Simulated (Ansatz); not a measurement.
**BS (doublet): B2PLYP, PBE-QIDH, RPA-PBE over a scan of the distance B1–S2, cc-pVDZ**

Aim: run BS (doublet) with these functionals over a scan of the distance B1–S2, and hold them against the top wave-function level at the same points.

Computed with Ansatz 0.2.0, Gaussian basis. Level: cc-pVDZ, all electrons in the functionals, frozen cores in the correlation of double hybrids and RPA.

To be run: B2PLYP, PBE-QIDH, RPA-PBE, at 1.413 Å; 1.608 Å; 1.780 Å; 2.196 Å; 2.909 Å; 4.270 Å.

1 further run of the same task is left out (for a known fault of the program).

### 1 The system

The geometry derives from a PBE0/def2-TZVP stationary point (not a proven minimum). One bond is set to the value named and the two fragments are kept rigid.

2 atoms, charge 0, spin multiplicity 2.

Atoms are counted from 1 here; the program's logs count them from 0.

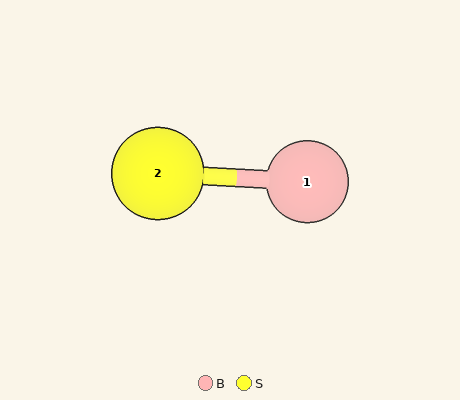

The geometry (boron pink, sulfur yellow); atoms are numbered from 1 in the order of the file.

No dispersion term is added.

The geometry shown and the zero of energy belong to the point 1.608 Å. The yardstick, FCI, and other wave-function levels (R restricted, U unrestricted, valence and pair active spaces) come from earlier runs.

### 2 B2PLYP, 1.413 Å

The input, in.yaml:

```yaml
crystal:
  periodic: [false, false, false]
  atoms:
    - {symbol: B, position_ang: [0.000000, 0.000000, 0.000000]}
    - {symbol: S, position_ang: [0.000000, 0.000000, 1.413000]}
basis:
  gaussian: {orbitals: cc-pVDZ}
magnetization: {spin_polarized: true, initial_magnetization: 1}
hamiltonian: {xc: {name: B2PLYP}}
correlation: {electrons: outside_noble_gas}
```

On the command line:

```console
$ ansatz run in.yaml --threads 1 --pin off --events-out ev --progress --plain --max-ram 3956MiB --backend cpu
```

Output:

```text
Functional definition: B2PLYP
  name "B2PLYP"
  cite "Grimme, J. Chem. Phys. 124, 034108 (2006) doi:10.1063/1.2148954"
  cite "Becke, Phys. Rev. A 38, 3098 (1988) doi:10.1103/PhysRevA.38.3098"
  cite "Lee, Yang & Parr, Phys. Rev. B 37, 785 (1988) doi:10.1103/PhysRevB.37.785"
  parameter a = 0.53
  parameter c = 0.27
  exchange = (1 - a)*b88_x + a*exact_x
  correlation = (1 - c)*lyp_c + c*(mp2_os + mp2_ss)
327 factors; integrals over basis functions are off by at most 5.6e-4 eV
mean field evaluation 1: about -11501.1795 eV, gradient 9.0e0 eV
mean field evaluation 2: about -11501.4549 eV, gradient 8.5e0 eV
mean field evaluation 4: about -11502.1326 eV, gradient 1.2e0 eV
mean field evaluation 8: about -11502.1691 eV, gradient 1.1e-1 eV
mean field evaluation 16: about -11502.1698 eV, gradient 5.2e-5 eV
mean field -11502.16976190 eV, -422.6969422990 hartree, gradient 2.2e-6 eV, S^2 0.763005; 0 other end points of the search recorded, 0 dependent functions left out
6 core orbitals not correlated: weight in the atoms' cores, before any rotation towards them, 1.000 or more for the frozen orbitals, at most 0.000 for the correlated occupied ones
reference -11502.16987339 eV, -422.6969463963 hartree; 5, 4 occupied and 21, 22 virtual orbitals, 327 factors
second order -6.01832369 eV of doubles, -0.00000000 eV of singles
Total energy: -11503.79482079 eV, -422.7566621117 hartree
```

Wall time 0.7 s (1 thread of AMD EPYC 7R13, shared host).

From the report: ⟨S²⟩ of the determinant 0.763 (pure doublet: 0.75).

### 3 B2PLYP, 1.608 Å

Changes to in.yaml since step 2:

```diff
@@ -4,3 +4,3 @@
     - {symbol: B, position_ang: [0.000000, 0.000000, 0.000000]}
-    - {symbol: S, position_ang: [0.000000, 0.000000, 1.413000]}
+    - {symbol: S, position_ang: [0.000000, 0.000000, 1.607700]}
 basis:
```

Same command.

Output:

```text
Functional definition: B2PLYP
  name "B2PLYP"
  cite "Grimme, J. Chem. Phys. 124, 034108 (2006) doi:10.1063/1.2148954"
  cite "Becke, Phys. Rev. A 38, 3098 (1988) doi:10.1103/PhysRevA.38.3098"
  cite "Lee, Yang & Parr, Phys. Rev. B 37, 785 (1988) doi:10.1103/PhysRevB.37.785"
  parameter a = 0.53
  parameter c = 0.27
  exchange = (1 - a)*b88_x + a*exact_x
  correlation = (1 - c)*lyp_c + c*(mp2_os + mp2_ss)
325 factors; integrals over basis functions are off by at most 1.3e-3 eV
mean field evaluation 1: about -11502.4982 eV, gradient 9.2e0 eV
mean field evaluation 2: about -11502.6595 eV, gradient 9.1e0 eV
mean field evaluation 4: about -11503.4195 eV, gradient 2.1e0 eV
mean field evaluation 8: about -11503.5036 eV, gradient 1.7e-1 eV
mean field evaluation 16: about -11503.5058 eV, gradient 9.1e-5 eV
mean field -11503.50580584 eV, -422.7460410082 hartree, gradient 2.5e-6 eV, S^2 0.770603; 0 other end points of the search recorded, 0 dependent functions left out
6 core orbitals not correlated: weight in the atoms' cores, before any rotation towards them, 1.000 or more for the frozen orbitals, at most 0.000 for the correlated occupied ones
reference -11503.50591816 eV, -422.7460451362 hartree; 5, 4 occupied and 21, 22 virtual orbitals, 325 factors
second order -6.44837131 eV of doubles, -0.00000000 eV of singles
Total energy: -11505.24697842 eV, -422.8100279203 hartree
```

It took 0.69 s on 1 thread of AMD EPYC 7R13, shared host.

From the report: ⟨S²⟩ of the determinant 0.771 (pure doublet: 0.75).

### 4 B2PLYP, 1.780 Å

Changes to in.yaml since step 3:

```diff
@@ -4,3 +4,3 @@
     - {symbol: B, position_ang: [0.000000, 0.000000, 0.000000]}
-    - {symbol: S, position_ang: [0.000000, 0.000000, 1.607700]}
+    - {symbol: S, position_ang: [0.000000, 0.000000, 1.780000]}
 basis:
```

The command is unchanged.

Output:

```text
Functional definition: B2PLYP
  name "B2PLYP"
  cite "Grimme, J. Chem. Phys. 124, 034108 (2006) doi:10.1063/1.2148954"
  cite "Becke, Phys. Rev. A 38, 3098 (1988) doi:10.1103/PhysRevA.38.3098"
  cite "Lee, Yang & Parr, Phys. Rev. B 37, 785 (1988) doi:10.1103/PhysRevB.37.785"
  parameter a = 0.53
  parameter c = 0.27
  exchange = (1 - a)*b88_x + a*exact_x
  correlation = (1 - c)*lyp_c + c*(mp2_os + mp2_ss)
327 factors; integrals over basis functions are off by at most 9.4e-4 eV
mean field evaluation 1: about -11501.6657 eV, gradient 1.2e1 eV
mean field evaluation 2: about -11501.7601 eV, gradient 1.2e1 eV
mean field evaluation 4: about -11502.9665 eV, gradient 1.6e0 eV
mean field evaluation 8: about -11503.0464 eV, gradient 2.2e-1 eV
mean field evaluation 16: about -11503.0513 eV, gradient 1.7e-3 eV
mean field -11503.05134940 eV, -422.7293400420 hartree, gradient 4.6e-6 eV, S^2 0.776511; 0 other end points of the search recorded, 0 dependent functions left out
6 core orbitals not correlated: weight in the atoms' cores, before any rotation towards them, 1.000 or more for the frozen orbitals, at most 0.000 for the correlated occupied ones
reference -11503.05146239 eV, -422.7293441946 hartree; 5, 4 occupied and 21, 22 virtual orbitals, 327 factors
second order -6.84751046 eV of doubles, -0.00000000 eV of singles
Total energy: -11504.90029022 eV, -422.7972873639 hartree
```

Wall time 0.79 s (1 thread of AMD EPYC 7R13, shared host).

From the report: ⟨S²⟩ of the determinant 0.777 (pure doublet: 0.75).

From 1.608 Å: +8.0 kcal/mol.

### 5 B2PLYP, 2.196 Å

Changes to in.yaml since step 4:

```diff
@@ -4,3 +4,3 @@
     - {symbol: B, position_ang: [0.000000, 0.000000, 0.000000]}
-    - {symbol: S, position_ang: [0.000000, 0.000000, 1.780000]}
+    - {symbol: S, position_ang: [0.000000, 0.000000, 2.196000]}
 basis:
```

Same command.

Output:

```text
Functional definition: B2PLYP
  name "B2PLYP"
  cite "Grimme, J. Chem. Phys. 124, 034108 (2006) doi:10.1063/1.2148954"
  cite "Becke, Phys. Rev. A 38, 3098 (1988) doi:10.1103/PhysRevA.38.3098"
  cite "Lee, Yang & Parr, Phys. Rev. B 37, 785 (1988) doi:10.1103/PhysRevB.37.785"
  parameter a = 0.53
  parameter c = 0.27
  exchange = (1 - a)*b88_x + a*exact_x
  correlation = (1 - c)*lyp_c + c*(mp2_os + mp2_ss)
327 factors; integrals over basis functions are off by at most 9.8e-4 eV
mean field evaluation 1: about -11497.8168 eV, gradient 1.6e1 eV
mean field evaluation 2: about -11497.8423 eV, gradient 1.6e1 eV
mean field evaluation 4: about -11500.4045 eV, gradient 5.2e0 eV
mean field evaluation 8: about -11500.6592 eV, gradient 2.0e-1 eV
mean field evaluation 16: about -11500.6601 eV, gradient 5.5e-4 eV
mean field evaluation 32: about -11500.6802 eV, gradient 6.1e-1 eV
mean field evaluation 64: about -11500.5940 eV, gradient 9.2e-1 eV
mean field evaluation 96: about -11500.9657 eV, gradient 1.2e0 eV
mean field evaluation 128: about -11500.4520 eV, gradient 7.9e0 eV
mean field evaluation 160: about -11498.6583 eV, gradient 4.2e-1 eV
mean field -11501.07424615 eV, -422.6566828378 hartree, gradient 3.7e-6 eV, S^2 0.794841; 12 other end points of the search recorded, 0 dependent functions left out
6 core orbitals not correlated: weight in the atoms' cores, before any rotation towards them, 1.000 or more for the frozen orbitals, at most 0.000 for the correlated occupied ones
reference -11501.07436065 eV, -422.6566870458 hartree; 5, 4 occupied and 21, 22 virtual orbitals, 327 factors
second order -5.77170734 eV of doubles, -0.00000000 eV of singles
Total energy: -11502.63272163 eV, -422.7139557556 hartree
```

It took 5 s on 1 thread of AMD EPYC 7R13, shared host.

From the report: ⟨S²⟩ of the determinant 0.795 (pure doublet: 0.75).

From 1.608 Å: +60.3 kcal/mol.

### 6 B2PLYP, 2.909 Å

Changes to in.yaml since step 5:

```diff
@@ -4,3 +4,3 @@
     - {symbol: B, position_ang: [0.000000, 0.000000, 0.000000]}
-    - {symbol: S, position_ang: [0.000000, 0.000000, 2.196000]}
+    - {symbol: S, position_ang: [0.000000, 0.000000, 2.909000]}
 basis:
```

The command is unchanged.

Output:

```text
Functional definition: B2PLYP
  name "B2PLYP"
  cite "Grimme, J. Chem. Phys. 124, 034108 (2006) doi:10.1063/1.2148954"
  cite "Becke, Phys. Rev. A 38, 3098 (1988) doi:10.1103/PhysRevA.38.3098"
  cite "Lee, Yang & Parr, Phys. Rev. B 37, 785 (1988) doi:10.1103/PhysRevB.37.785"
  parameter a = 0.53
  parameter c = 0.27
  exchange = (1 - a)*b88_x + a*exact_x
  correlation = (1 - c)*lyp_c + c*(mp2_os + mp2_ss)
325 factors; integrals over basis functions are off by at most 8.6e-4 eV
mean field evaluation 1: about -11494.6335 eV, gradient 1.6e1 eV
mean field evaluation 2: about -11494.6423 eV, gradient 1.6e1 eV
mean field evaluation 4: about -11497.8319 eV, gradient 5.5e0 eV
mean field evaluation 8: about -11498.0824 eV, gradient 6.4e-1 eV
mean field evaluation 16: about -11498.1068 eV, gradient 5.6e-2 eV
mean field evaluation 32: about -11499.2642 eV, gradient 4.8e-4 eV
mean field evaluation 64: about -11498.5963 eV, gradient 1.5e0 eV
mean field evaluation 96: about -11499.2600 eV, gradient 1.8e-1 eV
mean field evaluation 128: about -11442.4088 eV, gradient 4.8e1 eV
mean field -11499.26422965 eV, -422.5901659584 hartree, gradient 2.7e-6 eV, S^2 1.214757; 10 other end points of the search recorded, 0 dependent functions left out
6 core orbitals not correlated: weight in the atoms' cores, before any rotation towards them, 1.000 or more for the frozen orbitals, at most 0.000 for the correlated occupied ones
reference -11499.26434585 eV, -422.5901702286 hartree; 5, 4 occupied and 21, 22 virtual orbitals, 325 factors
second order -4.96334742 eV of doubles, -0.00000000 eV of singles
Total energy: -11500.60444965 eV, -422.6394181350 hartree
```

Run time: 3.4 s. Hardware: 1 thread of AMD EPYC 7R13, shared host.

From the report: ⟨S²⟩ of the determinant 1.215 (pure doublet: 0.75).

From 1.608 Å: +107.1 kcal/mol.

### 7 B2PLYP, 4.270 Å

Changes to in.yaml since step 6:

```diff
@@ -4,3 +4,3 @@
     - {symbol: B, position_ang: [0.000000, 0.000000, 0.000000]}
-    - {symbol: S, position_ang: [0.000000, 0.000000, 2.909000]}
+    - {symbol: S, position_ang: [0.000000, 0.000000, 4.270000]}
 basis:
```

The command is unchanged.

Output:

```text
Functional definition: B2PLYP
  name "B2PLYP"
  cite "Grimme, J. Chem. Phys. 124, 034108 (2006) doi:10.1063/1.2148954"
  cite "Becke, Phys. Rev. A 38, 3098 (1988) doi:10.1103/PhysRevA.38.3098"
  cite "Lee, Yang & Parr, Phys. Rev. B 37, 785 (1988) doi:10.1103/PhysRevB.37.785"
  parameter a = 0.53
  parameter c = 0.27
  exchange = (1 - a)*b88_x + a*exact_x
  correlation = (1 - c)*lyp_c + c*(mp2_os + mp2_ss)
325 factors; integrals over basis functions are off by at most 4.7e-4 eV
mean field evaluation 1: about -11493.3659 eV, gradient 1.3e1 eV
mean field evaluation 2: about -11493.3690 eV, gradient 1.3e1 eV
mean field evaluation 4: about -11437.0990 eV, gradient 6.3e1 eV
mean field evaluation 8: about -11497.0688 eV, gradient 7.3e0 eV
mean field evaluation 16: about -11498.5905 eV, gradient 1.9e-6 eV
mean field evaluation 32: about -11498.1174 eV, gradient 1.1e-3 eV
mean field evaluation 64: about -11498.1466 eV, gradient 1.7e-2 eV
mean field evaluation 96: about -11498.5901 eV, gradient 4.0e-2 eV
mean field evaluation 128: about -11498.5845 eV, gradient 3.5e-1 eV
mean field -11498.59050054 eV, -422.5654068701 hartree, gradient 9.9e-6 eV, S^2 1.729232; 12 other end points of the search recorded, 0 dependent functions left out
6 core orbitals not correlated: weight in the atoms' cores, before any rotation towards them, 1.000 or more for the frozen orbitals, at most 0.000 for the correlated occupied ones
reference -11498.59063607 eV, -422.5654118510 hartree; 5, 4 occupied and 21, 22 virtual orbitals, 325 factors
second order -4.17968189 eV of doubles, -0.00000000 eV of singles
Total energy: -11499.71915018 eV, -422.6068839796 hartree
```

Wall time 6 s (1 thread of AMD EPYC 7R13, shared host).

From the report: ⟨S²⟩ of the determinant 1.729 (pure doublet: 0.75). The determinant is far from a pure spin state, so its energy mixes those of several spin states (harmless only where they are near-degenerate, as at dissociation).

From 1.608 Å: +127.5 kcal/mol.

### 8 PBE-QIDH, 1.413 Å

The input, in.yaml:

```yaml
crystal:
  periodic: [false, false, false]
  atoms:
    - {symbol: B, position_ang: [0.000000, 0.000000, 0.000000]}
    - {symbol: S, position_ang: [0.000000, 0.000000, 1.413000]}
basis:
  gaussian: {orbitals: cc-pVDZ}
magnetization: {spin_polarized: true, initial_magnetization: 1}
hamiltonian: {xc: {name: PBE-QIDH}}
correlation: {electrons: outside_noble_gas}
```

Launched as before.

Output:

```text
Functional definition: PBE-QIDH
  name "PBE-QIDH"
  cite "Brémond, Sancho-García, Pérez-Jiménez & Adamo, J. Chem. Phys. 141, 031101 (2014) doi:10.1063/1.4890314"
  cite "Perdew, Burke & Ernzerhof, Phys. Rev. Lett. 77, 3865 (1996) doi:10.1103/PhysRevLett.77.3865"
  parameter a = 3^(-1/3)
  parameter c = 1/3
  exchange = (1 - a)*pbe_x + a*exact_x
  correlation = (1 - c)*pbe_c + c*(mp2_os + mp2_ss)
327 factors; integrals over basis functions are off by at most 5.6e-4 eV
mean field evaluation 1: about -11497.6110 eV, gradient 8.2e0 eV
mean field evaluation 2: about -11497.9229 eV, gradient 7.9e0 eV
mean field evaluation 4: about -11498.6499 eV, gradient 1.8e0 eV
mean field evaluation 8: about -11498.7214 eV, gradient 1.9e-1 eV
mean field evaluation 16: about -11498.7235 eV, gradient 9.9e-5 eV
mean field -11498.72348128 eV, -422.5702938223 hartree, gradient 7.3e-6 eV, S^2 0.772029; 0 other end points of the search recorded, 0 dependent functions left out
6 core orbitals not correlated: weight in the atoms' cores, before any rotation towards them, 1.000 or more for the frozen orbitals, at most 0.000 for the correlated occupied ones
reference -11498.72348919 eV, -422.5702941132 hartree; 5, 4 occupied and 21, 22 virtual orbitals, 327 factors
second order -5.48027559 eV of doubles, -0.00000000 eV of singles
Total energy: -11500.55024773 eV, -422.6374262510 hartree
```

It took 0.76 s on 1 thread of AMD EPYC 7R13, shared host.

From the report: ⟨S²⟩ of the determinant 0.772 (pure doublet: 0.75).

### 9 PBE-QIDH, 1.608 Å

Changes to in.yaml since step 8:

```diff
@@ -4,3 +4,3 @@
     - {symbol: B, position_ang: [0.000000, 0.000000, 0.000000]}
-    - {symbol: S, position_ang: [0.000000, 0.000000, 1.413000]}
+    - {symbol: S, position_ang: [0.000000, 0.000000, 1.607700]}
 basis:
```

The command is unchanged.

Output:

```text
Functional definition: PBE-QIDH
  name "PBE-QIDH"
  cite "Brémond, Sancho-García, Pérez-Jiménez & Adamo, J. Chem. Phys. 141, 031101 (2014) doi:10.1063/1.4890314"
  cite "Perdew, Burke & Ernzerhof, Phys. Rev. Lett. 77, 3865 (1996) doi:10.1103/PhysRevLett.77.3865"
  parameter a = 3^(-1/3)
  parameter c = 1/3
  exchange = (1 - a)*pbe_x + a*exact_x
  correlation = (1 - c)*pbe_c + c*(mp2_os + mp2_ss)
325 factors; integrals over basis functions are off by at most 1.3e-3 eV
mean field evaluation 1: about -11498.7731 eV, gradient 9.5e0 eV
mean field evaluation 2: about -11498.9549 eV, gradient 9.5e0 eV
mean field evaluation 4: about -11499.8864 eV, gradient 2.0e0 eV
mean field evaluation 8: about -11500.0043 eV, gradient 2.7e-1 eV
mean field evaluation 16: about -11500.0111 eV, gradient 2.3e-4 eV
mean field -11500.01112669 eV, -422.6176139184 hartree, gradient 3.6e-6 eV, S^2 0.787045; 0 other end points of the search recorded, 0 dependent functions left out
6 core orbitals not correlated: weight in the atoms' cores, before any rotation towards them, 1.000 or more for the frozen orbitals, at most 0.000 for the correlated occupied ones
reference -11500.01113465 eV, -422.6176142108 hartree; 5, 4 occupied and 21, 22 virtual orbitals, 325 factors
second order -5.80060691 eV of doubles, -0.00000000 eV of singles
Total energy: -11501.94467029 eV, -422.6886703349 hartree
```

Run time: 0.73 s. Hardware: 1 thread of AMD EPYC 7R13, shared host.

From the report: ⟨S²⟩ of the determinant 0.787 (pure doublet: 0.75).

### 10 PBE-QIDH, 1.780 Å

Changes to in.yaml since step 9:

```diff
@@ -4,3 +4,3 @@
     - {symbol: B, position_ang: [0.000000, 0.000000, 0.000000]}
-    - {symbol: S, position_ang: [0.000000, 0.000000, 1.607700]}
+    - {symbol: S, position_ang: [0.000000, 0.000000, 1.780000]}
 basis:
```

Same command.

Output:

```text
Functional definition: PBE-QIDH
  name "PBE-QIDH"
  cite "Brémond, Sancho-García, Pérez-Jiménez & Adamo, J. Chem. Phys. 141, 031101 (2014) doi:10.1063/1.4890314"
  cite "Perdew, Burke & Ernzerhof, Phys. Rev. Lett. 77, 3865 (1996) doi:10.1103/PhysRevLett.77.3865"
  parameter a = 3^(-1/3)
  parameter c = 1/3
  exchange = (1 - a)*pbe_x + a*exact_x
  correlation = (1 - c)*pbe_c + c*(mp2_os + mp2_ss)
327 factors; integrals over basis functions are off by at most 9.4e-4 eV
mean field evaluation 1: about -11497.8762 eV, gradient 1.2e1 eV
mean field evaluation 2: about -11497.9826 eV, gradient 1.2e1 eV
mean field evaluation 4: about -11499.3539 eV, gradient 1.8e0 eV
mean field evaluation 8: about -11499.4647 eV, gradient 4.8e-1 eV
mean field evaluation 16: about -11499.4899 eV, gradient 4.7e-3 eV
mean field evaluation 32: about -11499.4504 eV, gradient 6.3e-1 eV
mean field -11499.48993498 eV, -422.5984604762 hartree, gradient 8.2e-6 eV, S^2 0.799419; 2 other end points of the search recorded, 0 dependent functions left out
6 core orbitals not correlated: weight in the atoms' cores, before any rotation towards them, 1.000 or more for the frozen orbitals, at most 0.000 for the correlated occupied ones
reference -11499.48994295 eV, -422.5984607692 hartree; 5, 4 occupied and 21, 22 virtual orbitals, 327 factors
second order -6.08717048 eV of doubles, -0.00000000 eV of singles
Total energy: -11501.51899978 eV, -422.6730272323 hartree
```

Run time: 0.97 s. Hardware: 1 thread of AMD EPYC 7R13, shared host.

From the report: ⟨S²⟩ of the determinant 0.799 (pure doublet: 0.75).

From 1.608 Å: +9.8 kcal/mol.

### 11 PBE-QIDH, 2.196 Å

Changes to in.yaml since step 10:

```diff
@@ -4,3 +4,3 @@
     - {symbol: B, position_ang: [0.000000, 0.000000, 0.000000]}
-    - {symbol: S, position_ang: [0.000000, 0.000000, 1.780000]}
+    - {symbol: S, position_ang: [0.000000, 0.000000, 2.196000]}
 basis:
```

Same command.

Output:

```text
Functional definition: PBE-QIDH
  name "PBE-QIDH"
  cite "Brémond, Sancho-García, Pérez-Jiménez & Adamo, J. Chem. Phys. 141, 031101 (2014) doi:10.1063/1.4890314"
  cite "Perdew, Burke & Ernzerhof, Phys. Rev. Lett. 77, 3865 (1996) doi:10.1103/PhysRevLett.77.3865"
  parameter a = 3^(-1/3)
  parameter c = 1/3
  exchange = (1 - a)*pbe_x + a*exact_x
  correlation = (1 - c)*pbe_c + c*(mp2_os + mp2_ss)
327 factors; integrals over basis functions are off by at most 9.8e-4 eV
mean field evaluation 1: about -11494.0725 eV, gradient 1.6e1 eV
mean field evaluation 2: about -11494.1026 eV, gradient 1.6e1 eV
mean field evaluation 4: about -11496.8155 eV, gradient 2.7e0 eV
mean field evaluation 8: about -11496.9477 eV, gradient 4.6e-1 eV
mean field evaluation 16: about -11496.9532 eV, gradient 3.0e-3 eV
mean field evaluation 32: about -11496.9760 eV, gradient 5.9e-1 eV
mean field evaluation 64: about -11496.8926 eV, gradient 7.1e-2 eV
mean field evaluation 96: about -11497.4141 eV, gradient 3.6e-1 eV
mean field -11497.45846101 eV, -422.5238051847 hartree, gradient 2.1e-6 eV, S^2 0.883659; 9 other end points of the search recorded, 0 dependent functions left out
6 core orbitals not correlated: weight in the atoms' cores, before any rotation towards them, 1.000 or more for the frozen orbitals, at most 0.000 for the correlated occupied ones
reference -11497.45846878 eV, -422.5238054704 hartree; 5, 4 occupied and 21, 22 virtual orbitals, 327 factors
second order -5.07776168 eV of doubles, -0.00000000 eV of singles
Total energy: -11499.15105601 eV, -422.5860069038 hartree
```

Run time: 3.1 s. Hardware: 1 thread of AMD EPYC 7R13, shared host.

From the report: ⟨S²⟩ of the determinant 0.884 (pure doublet: 0.75).

From 1.608 Å: +64.4 kcal/mol.

(Part 1 of 2 ends here.)
